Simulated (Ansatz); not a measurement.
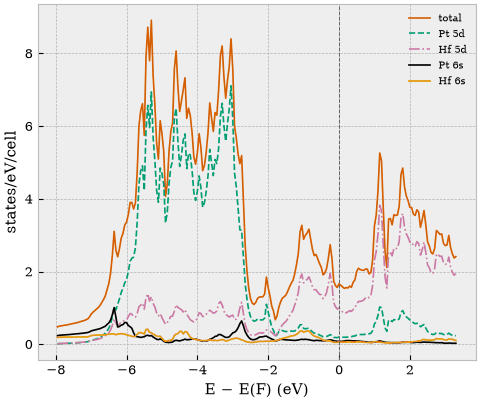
Fig. 1. Total and projected density of states of HfPt in space group Cmcm (No. 63; Hf on 4c, Pt on 4c), DFT-r²SCAN in the program Ansatz with PAW potentials

Q: Which orbitals carry the states next to the Fermi level?

A: Within 0.5 eV of the Fermi level: Hf 5d 62 %, Pt 5d 11 %, Pt 6s 5 %, outside the projected shells 16 %. Projections are on Löwdin-orthogonalised atomic valence shells; empty p or d shells of many metals are not among them.

Q: Where is the tallest occupied peak in this window, and what makes it?

A: Near -5.3 eV, about 8.9 states/eV per cell; the largest projected share is Pt 5d.

The first step of the workflow began from a Materials Project structure, measured or hypothetical; the Crystallography Open Database copy checked does not list it. COD files the formula under space group No. 221, so this cell is another polymorph or a model. Its standing as an ambient phase is unchecked. Symmetry was held in the r²SCAN relaxation; whether a distortion lowers the energy is not shown. The run is not spin-polarised. Spin–orbit coupling is left out wherever it is not named.

Potentials: the later of the program's two PAW sets.
